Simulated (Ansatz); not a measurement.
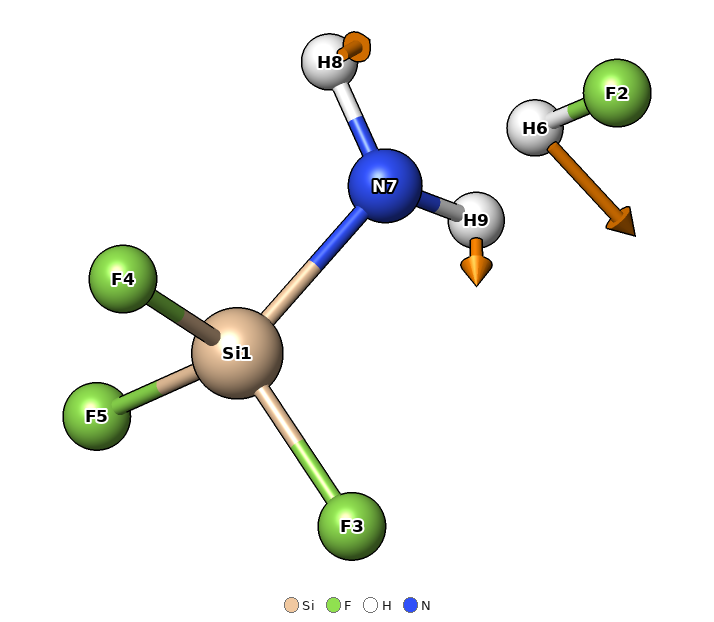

The arrows show one normal mode. Harmonic vibrations computed with RKS PBE0-D4/def2-TZVP (Ansatz 0.2.0) at a stationary point of the same level.

### Estimate its harmonic wavenumber.

804 cm⁻¹; it is mode 12 of 21 counted from the lowest.
